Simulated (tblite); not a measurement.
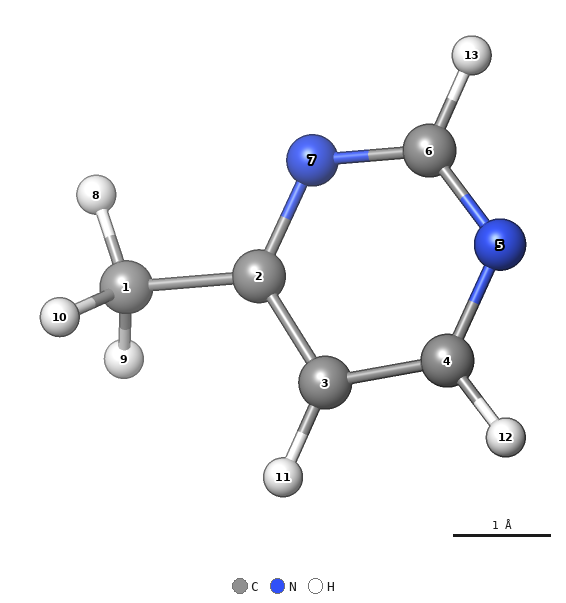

Fig. 1: The structure as given in the input (ball-and-stick view, seen at a tilt; atoms are numbered from 1 in the order of the input).

Molecular dynamics, with input and output: C₅H₆N₂ (part 1 of 2)

- system: C₅H₆N₂, SMILES Cc1ccncn1
- method: GFN2-xTB Langevin dynamics, gas phase (tblite 0.8.0)

Log:
```
t/fs     T/K   E - E0/eV
     0.0    593.1    -0.0000
   525.0    457.1     0.7925
  1050.0    567.5     0.6591
  1575.0    361.4     0.7466
  2100.0    689.6     0.4033
  2625.0    423.4     0.9267
  3150.0    527.0     0.5204
  3675.0    430.0     0.5939
  4200.0    271.2     0.6851
  4725.0    641.5     0.6282
  5250.0    460.5     0.3564
  5775.0    293.4     0.4902
  6300.0    348.5     0.6776
  6825.0    554.1     0.7485
  7350.0    327.2     0.6217
  7875.0    296.8     0.6033
  8400.0    613.5     0.5252
  8925.0    361.8     0.3974
  9450.0    384.4     0.8301
  9975.0    333.4     0.9554
 10500.0    424.0     0.5559
 11025.0    514.5     0.6188
 11550.0    457.3     0.6026
 12075.0    278.9     0.9276
 12600.0    591.8     0.4351
```

Trajectory as extended XYZ (Å, eV, eV/Å), 25 frames, from step=0 to step=8400:
```
13
Properties=species:S:1:pos:R:3:forces:R:3 step=0 time_fs=0.0 energy=-533.28128 temperature=593.1
C    -1.2548   -1.2242    1.1462    0.0010  -0.0010  -0.0010
C    -0.6395   -0.2918    0.1559   -0.0020   0.0010   0.0010
C    -0.5436   -0.6096   -1.1997   -0.0020   0.0020  -0.0010
C     0.0499    0.3319   -2.0214    0.0010   0.0020   0.0010
N     0.5105    1.4855   -1.5567    0.0010   0.0010   0.0000
C     0.3720    1.6892   -0.2609    0.0010   0.0000   0.0020
N    -0.1756    0.8660    0.6132   -0.0010  -0.0010   0.0000
H    -1.2917   -0.7479    2.1213    0.0010  -0.0010  -0.0020
H    -2.2611   -1.4979    0.8340    0.0030   0.0020  -0.0010
H    -0.6635   -2.1362    1.2143   -0.0020  -0.0010   0.0010
H    -0.9166   -1.5453   -1.5850    0.0010  -0.0010   0.0030
H     0.1661    0.1704   -3.0857   -0.0010  -0.0020  -0.0020
H     0.7453    2.6285    0.1278    0.0000   0.0010  -0.0020
13
Properties=species:S:1:pos:R:3:forces:R:3 step=350 time_fs=525.0 energy=-532.48875 temperature=457.1
C    -1.2894   -1.4594    1.6399   -2.8770   1.3640   0.1250
C    -0.9404   -0.3701    0.6533   -1.0960   0.6220   0.8210
C    -1.7034    0.0048   -0.4942    2.4680   0.2100   1.0360
C    -1.0093    0.8835   -1.3636    0.2690  -0.9860   1.6660
N     0.1045    1.5165   -0.9575   -1.1460  -0.0610  -0.6510
C     0.4799    1.3018    0.2830    2.1340   0.9940   0.4060
N     0.1237    0.3387    1.0706   -1.2260  -1.0170  -0.4280
H    -2.3299   -1.8859    1.4484    1.8670  -0.3090  -0.3090
H    -0.4056   -1.9879    1.7706    0.9250  -1.9260  -0.3850
H    -1.4292   -1.1076    2.6769    0.0630   0.7960  -0.3480
H    -2.6364   -0.4636   -0.6631   -0.4830  -0.2080  -0.4300
H    -1.3249    0.9067   -2.3809    0.0090   0.6240  -0.4950
H     1.3409    1.8704    0.7443   -0.9080  -0.1040  -1.0090
13
Properties=species:S:1:pos:R:3:forces:R:3 step=700 time_fs=1050.0 energy=-532.62215 temperature=567.5
C    -1.9322   -1.0786    0.0632   -1.0210   3.3630   0.4680
C    -1.2657    0.0791   -0.7052    1.4170  -1.3510   0.1070
C    -2.0120    1.0704   -1.3497   -1.5690  -2.6520   1.8840
C    -1.3725    2.0359   -1.9525    2.7560   2.6620  -1.4850
N    -0.0284    2.1501   -2.0958   -0.9160  -1.1650   0.9830
C     0.6004    1.1462   -1.5471   -0.7270  -1.8330   0.4090
N     0.0726    0.0515   -0.8719   -0.6130   2.2290  -0.5650
H    -1.4214   -1.3429    0.9464    1.1060  -0.3620   0.6500
H    -2.9274   -0.6998    0.4700    0.8620  -0.6210  -0.9990
H    -2.0010   -1.8754   -0.5982   -0.4280  -1.3900  -0.9020
H    -3.0802    1.0280   -1.3085   -0.4010   0.0900   0.0720
H    -1.8280    2.8840   -2.3355   -1.2820   1.3460  -0.8970
H     1.6433    1.1432   -1.7461    0.8150  -0.3150   0.2730
13
Properties=species:S:1:pos:R:3:forces:R:3 step=1050 time_fs=1575.0 energy=-532.53471 temperature=361.4
C    -1.2690    0.6028    0.8223    0.5740   0.6700  -0.2660
C    -0.7879    0.8334   -0.5932    2.0160   1.2760   3.0570
C     0.3237    1.6653   -0.8956   -1.7590  -1.7290  -3.5700
C     0.6475    1.7714   -2.2868   -2.2010  -1.0700   2.6180
N    -0.1467    1.1981   -3.1642   -1.5860  -1.6830  -0.2720
C    -1.1597    0.3939   -2.7300    1.4010   0.4220   0.7210
N    -1.4670    0.1673   -1.4317   -0.8210  -0.7170  -4.1500
H    -2.1722    1.1639    0.8804   -0.8420   0.2330   0.3190
H    -1.4180   -0.3963    1.1371   -0.6350  -1.2850  -0.6900
H    -0.6154    0.9097    1.5911    1.0830   1.1800   0.5990
H     0.9034    2.0619   -0.1800    1.7080   1.3180   2.2500
H     1.5061    2.2290   -2.6566    1.0580   0.8410  -0.4240
H    -1.6565   -0.2678   -3.4308    0.0030   0.5430  -0.1910
13
Properties=species:S:1:pos:R:3:forces:R:3 step=1400 time_fs=2100.0 energy=-532.87798 temperature=689.6
C    -0.4687    0.7572    0.4230   -0.1210  -0.1210  -2.6190
C    -0.2020    0.5672   -1.0771    0.9460   0.6670   0.6060
C     1.0664    0.1947   -1.4963    0.8470   0.3230  -0.6960
C     1.3371    0.3375   -2.8820   -1.1940  -0.0610   0.7810
N     0.3980    0.7924   -3.7387    1.1450  -0.6380   0.7510
C    -0.7875    1.0374   -3.2141   -0.2500  -0.0710  -1.0690
N    -1.1193    0.9378   -1.9614   -0.7600   0.0990   0.9860
H    -1.0484    1.6430    0.4104   -0.6810   0.8360   0.6200
H    -1.0854   -0.0795    0.6233   -0.3960  -0.6770   1.0730
H     0.4334    0.8838    0.9828    0.2210  -0.3270   0.2630
H     1.8187   -0.0204   -0.7089   -0.4160  -0.1260  -1.0270
H     2.2894    0.0359   -3.2823    0.1100   0.2020  -0.1970
H    -1.5830    1.3386   -3.9259    0.5480  -0.1070   0.5280
13
Properties=species:S:1:pos:R:3:forces:R:3 step=1750 time_fs=2625.0 energy=-532.35459 temperature=423.4
C     0.4134    0.6038   -0.7271    0.4890  -1.1850   1.1840
C     0.7908    0.7546   -2.1591   -2.2780   2.2790   0.8500
C     2.0710    0.7595   -2.6098    2.3160  -0.3900   2.1800
C     2.2432    0.5477   -3.9545    1.7180  -0.4850   0.4100
N     1.3197    0.8714   -4.7809   -1.5820  -0.4070  -1.7500
C     0.1649    1.1470   -4.2563   -3.6390   1.7750   0.1160
N    -0.2317    1.0845   -2.9886    1.6990  -1.3840  -0.4390
H     1.2624    0.3373   -0.0890    0.3200  -0.1620  -0.4010
H    -0.0700    1.3469   -0.1084   -0.2990   0.8570  -0.8910
H    -0.2641   -0.2454   -0.6840   -0.1920  -0.2120  -0.0670
H     2.9007    0.8498   -1.8394   -0.8470  -0.6520  -1.1640
H     3.0750    0.0129   -4.3810    0.6820   0.4320  -0.0110
H    -0.7370    1.5215   -4.8487    1.6140  -0.4650  -0.0150
13
Properties=species:S:1:pos:R:3:forces:R:3 step=2100 time_fs=3150.0 energy=-532.76084 temperature=527.0
C    -0.5204    0.1866   -1.1126   -0.9790  -2.1280   0.0910
C     0.0023    0.0632   -2.5019   -3.4150   0.3290  -1.1420
C     1.3144    0.0502   -2.8011    1.3740  -0.2460  -0.1030
C     1.6946    0.1520   -4.1349   -1.9340   0.1460   0.2950
N     0.7693    0.1461   -5.0785   -0.8680  -0.1720  -0.5210
C    -0.5530    0.0034   -4.7670    2.9260   0.0020   3.5360
N    -0.9855    0.0073   -3.4874    1.9340   0.1350  -0.4810
H    -0.0663   -0.6501   -0.4881   -0.6650   1.1120  -0.5510
H    -0.3488    1.1277   -0.6670    0.6150   0.8960   0.3750
H    -1.6352    0.0896   -1.1607    0.9040  -0.2430   0.1410
H     2.0303   -0.0498   -2.0092    0.3200   0.1530   0.1630
H     2.7077    0.3282   -4.3596    0.8470  -0.0160  -0.6940
H    -1.1993   -0.2496   -5.5352   -1.0580   0.0310  -1.1090
13
Properties=species:S:1:pos:R:3:forces:R:3 step=2450 time_fs=3675.0 energy=-532.68738 temperature=430.0
C    -1.0150   -2.2300   -0.6804   -1.6400   2.7430   1.0830
C    -0.7571   -1.4000   -1.8685    0.6040   0.4770  -0.1280
C     0.4995   -1.4143   -2.4756   -1.1640   0.9460  -1.8860
C     0.5480   -0.8200   -3.7185   -1.1320   1.6560  -1.7060
N    -0.5033   -0.1471   -4.3329    1.5550  -1.2640   1.7680
C    -1.5003   -0.0218   -3.5032   -2.5290   1.5110  -0.7820
N    -1.6835   -0.5562   -2.3212    0.0600  -1.1590   0.4900
H    -0.5041   -3.1084   -0.6001    1.4650  -2.1170  -0.1790
H    -0.7701   -1.6090    0.2124   -0.1240  -0.3450  -0.3620
H    -2.0797   -2.4034   -0.6386   -0.3700  -0.1660   0.1450
H     1.3731   -1.8770   -2.1793    1.1770  -1.0000   0.9950
H     1.4130   -0.7321   -4.3593    0.3390  -0.4360   0.2500
H    -2.4380    0.5942   -3.8321    1.7610  -0.8450   0.3120
13
Properties=species:S:1:pos:R:3:forces:R:3 step=2800 time_fs=4200.0 energy=-532.59614 temperature=271.2
C    -0.4979   -2.3404   -0.7524    1.7600   0.8450  -2.5260
C    -0.4904   -1.0382   -1.6163   -0.4660   0.3260   3.4300
C     0.0160   -0.9586   -2.8651    0.1540   1.1070  -2.4750
C    -0.1392    0.2590   -3.5999   -0.5160   0.8070   2.7940
N    -0.6683    1.3472   -2.9554    1.2880  -1.0570  -0.1670
C    -0.8284    1.2386   -1.6144    0.3700  -0.9260  -0.8850
N    -0.7961    0.1254   -0.9253    0.2660  -1.7290  -1.2160
H     0.2134   -3.0403   -1.3015   -0.6410   0.6960   0.9980
H    -0.1806   -2.1207    0.2521   -0.0070  -0.0310   0.0900
H    -1.4445   -2.8057   -0.7969   -1.0340  -0.2330   0.1880
H     0.4978   -1.7587   -3.4011   -0.0650  -0.3350   0.2060
H     0.3388    0.3965   -4.5669   -0.6740   0.0590   0.1630
H    -0.8713    2.0923   -0.9551   -0.4350   0.4710  -0.5990
13
Properties=species:S:1:pos:R:3:forces:R:3 step=3150 time_fs=4725.0 energy=-532.65309 temperature=641.5
C    -1.7732   -1.6873    0.6984    1.7370   0.4040   0.5430
C    -1.1667   -0.5079   -0.0161   -0.8490  -1.6050  -1.9790
C    -0.6629   -0.6747   -1.3180    0.5860   1.2950  -0.2560
C    -0.3461    0.5296   -1.9886   -0.9060  -0.1270   2.4260
N    -0.4969    1.7542   -1.3737    1.0660  -1.1820  -2.0080
C    -1.0412    1.7661   -0.1932   -0.9580   0.3250  -0.4230
N    -1.5107    0.6770    0.3652   -0.2270   0.8380   2.9110
H    -0.9928   -2.2655    1.2520   -0.6730   0.4090  -0.4740
H    -2.4553   -1.2413    1.3584   -0.8370   0.2960   1.3570
H    -2.3323   -2.3146    0.0571   -0.1460  -0.7070  -0.8270
H    -0.6202   -1.6608   -1.7675    0.2860   0.3300  -0.0260
H    -0.0612    0.4418   -3.0004    0.3650   0.5850  -0.8000
H    -1.3514    2.7380    0.2635    0.5570  -0.8620  -0.4430
13
Properties=species:S:1:pos:R:3:forces:R:3 step=3500 time_fs=5250.0 energy=-532.92483 temperature=460.5
C    -1.4584   -0.4481    2.6561    0.0400   1.6520  -0.0790
C    -1.2084    0.2689    1.3620    1.0390   0.4060  -0.0670
C    -0.8372   -0.3986    0.2004   -0.0130   0.1040  -0.6740
C    -0.6857    0.4188   -0.9633    0.1200  -1.1710   2.4290
N    -0.6350    1.7168   -0.8799   -0.3800   1.3080   0.7200
C    -0.9089    2.2906    0.3193   -0.5120  -1.2590  -0.6180
N    -1.2890    1.6079    1.3939    0.4470   0.4750  -0.5270
H    -0.6303   -1.0721    2.9816   -0.0260   0.3160   0.0570
H    -1.7907    0.3328    3.3817    0.5390  -0.8750  -0.2730
H    -2.2744   -1.0469    2.3912   -1.3100  -1.2490   0.2440
H    -0.6808   -1.4989    0.1994   -0.2810   1.0090  -0.1700
H    -0.5281   -0.0681   -1.8807    0.2090  -0.1750  -1.1400
H    -0.9240    3.3842    0.3476    0.1290  -0.5400   0.0990
13
Properties=species:S:1:pos:R:3:forces:R:3 step=3850 time_fs=5775.0 energy=-532.79105 temperature=293.4
C    -1.4506    1.2053    3.8729   -0.7850   0.6080  -0.7060
C    -0.7162    1.2157    2.5519   -1.1150  -1.9850   0.2990
C    -0.7160    0.1353    1.6727   -0.2800  -1.1000  -0.9950
C    -0.1253    0.3041    0.3855   -0.3000   0.4360   1.0470
N     0.6390    1.3579    0.1499    0.3130   0.6530   1.6860
C     0.7824    2.2156    1.2007   -0.2910  -0.3540  -1.8960
N    -0.0104    2.2525    2.2496    2.1160   2.0640   0.0560
H    -0.9457    1.8570    4.5547    0.7880  -0.2320   0.6150
H    -2.4018    1.7364    3.8088   -0.2910   0.0330  -0.6410
H    -1.7417    0.2325    4.2552    0.6550  -0.1150  -0.0350
H    -1.2004   -0.8010    1.9814    0.2000   0.4270  -0.4180
H    -0.2143   -0.3353   -0.4925   -0.2540  -0.2120   0.5940
H     1.5807    2.9605    1.0354   -0.7560  -0.2220   0.3920
13
Properties=species:S:1:pos:R:3:forces:R:3 step=4200 time_fs=6300.0 energy=-532.60363 temperature=348.5
C    -0.6267    1.8411    3.3642    0.7950   0.8570  -0.4700
C     0.0255    1.8279    1.9622    0.1860   2.2060   1.2840
C    -0.5605    1.1809    0.9270   -2.5280  -2.2950   0.7840
C     0.0352    1.0510   -0.2837   -1.8460  -0.8530  -0.6600
N     1.0745    1.7589   -0.5449    3.0740   0.7310  -1.2160
C     1.6361    2.4535    0.4090   -0.5480   0.4880   2.9410
N     1.0883    2.5739    1.6928    1.8660  -0.4060  -1.4520
H    -0.5051    0.8435    3.7875    0.0080   0.1700   0.0560
H    -0.1025    2.6043    4.0078   -0.5570  -0.8810  -0.6770
H    -1.7123    2.0756    3.3260    0.8130  -0.1200  -0.1760
H    -1.4681    0.6531    1.2132   -0.0340  -0.2580  -0.4760
H    -0.3875    0.3817   -1.0585    0.3440   0.6320   0.3000
H     2.6698    2.8980    0.3170   -1.5730  -0.2720  -0.2380
13
Properties=species:S:1:pos:R:3:forces:R:3 step=4550 time_fs=6825.0 energy=-532.53277 temperature=554.1
C     1.7271    1.4999    3.1136   -0.0020  -1.6640  -3.3080
C     1.2744    2.0870    1.7664    0.5690   0.0290   0.6850
C     0.3256    1.6313    0.8752   -0.6250   2.9820  -2.0190
C     0.0814    2.5366   -0.2656    0.3450  -1.4440   1.2880
N     0.9370    3.5200   -0.5310   -1.0370  -0.0910  -0.2210
C     1.8777    3.8269    0.3580   -0.2990  -1.8170   0.3120
N     2.0223    3.1501    1.5050    0.6080   1.5450  -1.1790
H     1.7525    2.2907    3.7723    0.5590   1.3500   1.4120
H     1.0290    0.7500    3.4326   -0.0540  -0.4980   0.2250
H     2.7273    1.0610    2.8125   -1.0050   0.4360   1.0600
H    -0.4155    0.9184    1.0606   -0.4360  -1.1440   0.2980
H    -0.8409    2.3483   -0.9308    1.7380   0.4690   0.9060
H     2.6100    4.5670    0.0263   -0.3610  -0.1540   0.5400
```
